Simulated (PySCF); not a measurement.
# HBS (hydrogen boron sulfide) at 6 levels

Aim: a comparison of 6 runs (UPBE0/STO-3G, CCSDT(Q)/STO-3G, NEVPT2(2,2)/STO-3G, QCISD(T)/STO-3G, UCCSD(T)/STO-3G, FCI/STO-3G) of HBS (hydrogen boron sulfide). Input form: a Python script.

The results are computed with PySCF 2.14.0.

9 further runs of the same task are left out: 9 set aside as unsound or not needed.

**1. The system as given**

The species is HBS (3 atoms), meant as a singlet with charge 0. As SMILES, `B=S`. The B1–H3 distance was set to 2.060 Å, away from the relaxed value. At this shape a bond of the SMILES string is far longer than usual.

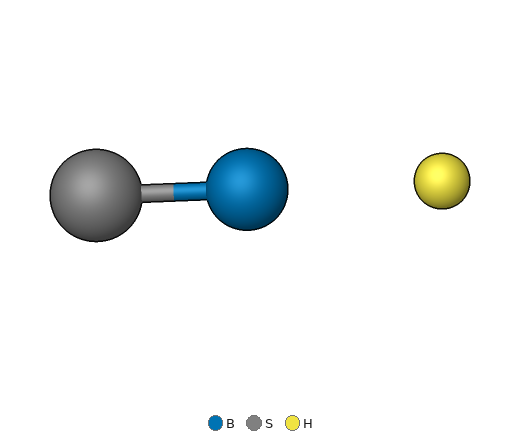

The structure, seen from a chosen angle (boron blue, sulfur grey, hydrogen yellow).

**2. A single-point energy at UPBE0/STO-3G (run 1)**

Input file geometry.xyz:

```xyz
3

B      0.209577     0.075345    -0.733083
S      0.645927     0.237955    -2.255283
H     -0.354300    -0.130410     1.237110
```

Input file job.py:

```python
from pyscf import gto, dft

mol = gto.M(
    atom='geometry.xyz',
    spin=0,
    verbose=3,
    basis='sto-3g',
    max_memory=1860,
)

myscf = dft.UKS(mol, xc='pbe0')
myscf.grids.level = 5
myscf.conv_tol = 1e-10
myscf.kernel()
if not myscf.converged:
    myscf = myscf.newton().run(myscf.mo_coeff, myscf.mo_occ)
for _ in range(3):
    mo, _, stable, _ = myscf.stability(return_status=True)
    if stable:
        break
    myscf.kernel(myscf.make_rdm1(mo, myscf.mo_occ))

energy = myscf.e_tot
print('E(%s) = %.9f' % ('PBE0', energy))
```

On the command line:

```
$ OMP_NUM_THREADS=1 python job.py
```

Log:

```text
converged SCF energy = -418.588780700341  <S^2> = 1.6643858e-07  2S+1 = 1.0000003
<class 'pyscf.dft.uks.UKS'> wavefunction has an internal instability
converged SCF energy = -418.5891336095  <S^2> = 0.12634089  2S+1 = 1.2269326
<class 'pyscf.dft.uks.UKS'> wavefunction is stable in the internal stability analysis
E(PBE0) = -418.589133609
```

Wall time 8.4 s (1 thread of Arm Neoverse V2, shared host); peak memory 0.31 GiB.

**3. A single-point energy at CCSDT(Q)/STO-3G (run 2)**

Input file input.py:

```python
from pyscf import gto, cc

mol = gto.M(
    atom=[
    ('B', (0.209577, 0.075345, -0.733083)),
    ('S', (0.645927, 0.237955, -2.255283)),
    ('H', (-0.354300, -0.130410, 1.237110)),
],
    max_memory=1860,
    verbose=3,
    basis='sto-3g',
    charge=0,
)

calc0 = mol.RHF()
calc0.conv_tol = 1e-10
calc0.kernel()
if not calc0.converged:
    calc0 = calc0.newton().run(calc0.mo_coeff, calc0.mo_occ)

mycc = cc.CCSDT(calc0, frozen=6)
mycc.kernel()
e_bracket, e_q = mycc.ccsdt_q()
etot = mycc.e_tot + e_q
print('E = %.10f Eh' % etot)
```

On the command line:

```
$ OMP_NUM_THREADS=1 python input.py
```

Log:

```text
converged SCF energy = -417.914324392379
_make_eris_incore_RCCSDT

WARN: A large `blksize` is being used, which may cause large memory consumption
      for storing contraction intermediates. If memory is sufficient, consider using
      `pyscf.cc.rccsdt_highm.RCCSDT` instead.

WARN: A large `blksize_oovv` is being used, which may cause large memory consumption
      for storing contraction intermediates. If memory is sufficient, consider using
      `pyscf.cc.rccsdt_highm.RCCSDT` instead.

WARN: A large `blksize_oooo` is being used, which may cause large memory consumption
      for storing contraction intermediates. If memory is sufficient, consider using
      `pyscf.cc.rccsdt_highm.RCCSDT` instead.

RCCSDT converged
E(RCCSDT) = -418.0973185468295   E_corr = -0.1829941544505417
E_corr(same-spin) = -0.0182397995547248
E_corr(oppo-spin) = -0.164754354895817
_make_eris_incore_RCCSDT
E = -418.0963221801 Eh
```

Wall time 0.88 s (1 thread of Arm Neoverse V2, shared host); peak memory 0.12 GiB.

**4. The energy at NEVPT2(2,2)/STO-3G (run 3)**

Input file calc.py:

```python
import numpy
from pyscf import gto, scf, mp, mcscf, mrpt

mol = gto.M(
    atom=[
    ('B', (0.209577, 0.075345, -0.733083)),
    ('S', (0.645927, 0.237955, -2.255283)),
    ('H', (-0.354300, -0.130410, 1.237110)),
],
    basis='sto-3g',
    verbose=3,
    max_memory=1860,
    spin=0,
)

mf = scf.RHF(mol)
mf.conv_tol = 1e-10
mf.kernel()
if not mf.converged:
    mf = mf.newton().run(mf.mo_coeff, mf.mo_occ)

pt = mp.MP2(scf.addons.convert_to_uhf(mf)).run()
noons, natorbs = mcscf.addons.make_natural_orbitals(pt)
print('natural occupations', numpy.round(noons[:40], 4))
cas = mcscf.CASSCF(mf, 2, 2)
cas.fix_spin_(ss=0.0)
cas.natorb = True
cas.kernel(natorbs)
e_pt2 = mrpt.NEVPT(cas).kernel()
e_final = cas.e_tot + e_pt2
print('Final energy', e_final)
```

On the command line:

```
$ OMP_NUM_THREADS=1 python calc.py
```

Log:

```text
converged SCF energy = -417.914324392379
E(UMP2) = -418.052299937943  E_corr = -0.137975545563757
E(SCS-UMP2) = -418.056754604013  E_corr = -0.142430211634241
natural occupations [2.     2.     2.     2.     2.     1.9999 1.9978 1.9731 1.9487 1.9487
 1.9179 0.0845 0.054  0.054  0.0215]
CASSCF energy = -417.988604669522
CASCI E = -417.988604669522  E(CI) = -1.24827280193466  S^2 = 0.0000000
Sr    (-1)',   E = -0.00000000000170
Si    (+1)',   E = -0.00000000000095
Sijrs (0)  ,   E = -0.07764633076552
Sijr  (+1) ,   E = -0.00515909124626
Srsi  (-1) ,   E = -0.00458794174742
Srs   (-2) ,   E = -0.00022025731435
Sij   (+2) ,   E = -0.00013478717826
Sir   (0)' ,   E = -0.00542339085618
Nevpt2 Energy = -0.093171799110631
Final energy -418.0817764686327
```

Wall time 0.68 s (1 thread of Arm Neoverse V2, shared host); peak memory 0.12 GiB.

Runs 4 to 5 aren't shown in full; the table further down has their settings and results.

**5. The energy at FCI/STO-3G (run 6)**

Input file calc.py:

```python
from pyscf import gto, scf, mcscf

mol = gto.M(
    atom='B 0.209577 0.075345 -0.733083; S 0.645927 0.237955 -2.255283; H -0.354300 -0.130410 1.237110',
    spin=0,
    basis='sto-3g',
    max_memory=1860,
    verbose=3,
)

myscf = scf.RHF(mol)
myscf.conv_tol = 1e-10
myscf.kernel()
if not myscf.converged:
    myscf = myscf.newton().run(myscf.mo_coeff, myscf.mo_occ)

cas = mcscf.CASCI(myscf, myscf.mo_coeff.shape[-1] - 6, (mol.nelec[0] - 6, mol.nelec[1] - 6))  # full CI above the frozen core
cas.fix_spin_(ss=0.0)
cas.kernel()
e_final = cas.e_tot
print('E = %.10f Eh' % e_final)
```

On the command line:

```
$ OMP_NUM_THREADS=1 python calc.py
```

Log:

```text
converged SCF energy = -417.914324392379
CASCI E = -418.096272476959  E(CI) = -20.5840227753598  S^2 = 0.0000000
E = -418.0962724770 Eh
```

Wall time 0.78 s (1 thread of Arm Neoverse V2, shared host); peak memory 0.12 GiB.

**6. The series**

| run | level | integration grid | follow instability | energy (Eh) | dipole moment (D) of the reference | HOMO energy (eV) | LUMO energy (eV) | wall time |
| --- | --- | --- | --- | --- | --- | --- | --- | --- |
| 1 | UPBE0/STO-3G | 5 | yes | -418.589134 | 0.33 | -5.65 | 1.03 | 8.4 s |
| 2 | CCSDT(Q)/STO-3G | – | – | -418.096322 | 0.93 | -8.02 | 5.02 | 0.88 s |
| 3 | NEVPT2(2,2)/STO-3G | – | – | -418.081776 | 0.93 | -8.02 | 5.02 | 0.68 s |
| 4 | QCISD(T)/STO-3G | – | – | -418.097218 | 0.93 | -8.02 | 5.02 | 0.6 s |
| 5 | UCCSD(T)/STO-3G | – | yes | -418.089074 | 0.78 | -7.72 | 7.13 | 0.8 s |
| 6 | FCI/STO-3G | – | – | -418.096272 | 0.93 | -8.02 | 5.02 | 0.78 s |

**7. Results**

| quantity | value |
| --- | --- |
| run 6: total energy | -418.09627 Eh |
| run 6: dipole moment (Hartree–Fock density) | 0.93 D |
| run 6: HOMO energy (Hartree–Fock orbitals) | -8.02 eV |
| run 6: LUMO energy (Hartree–Fock orbitals) | 5.02 eV |
| run 6: HOMO–LUMO gap (Hartree–Fock orbitals) | 13.04 eV |
| run 6: correlation energy (6 core orbitals frozen) | -181.9 mEh |

What this shows: Against full CI in this basis: CCSDT(Q) -0.0 mEh; QCISD(T) -0.9 mEh; UCCSD(T) +7.2 mEh. In run 4 the T1 diagnostic is large, so a single reference may not serve. In runs 1, 2, 3, 4, 5, 6 the basis is minimal, so the values are rough. Spin contamination of the reference: run 5 ⟨S²⟩ = 0.93, run 1 ⟨S²⟩ = 0.13. Where it is this large, the reference is a mixture of spin states, and values that rest on it are in doubt. All runs together took 12 s, the longest 8.4 s.
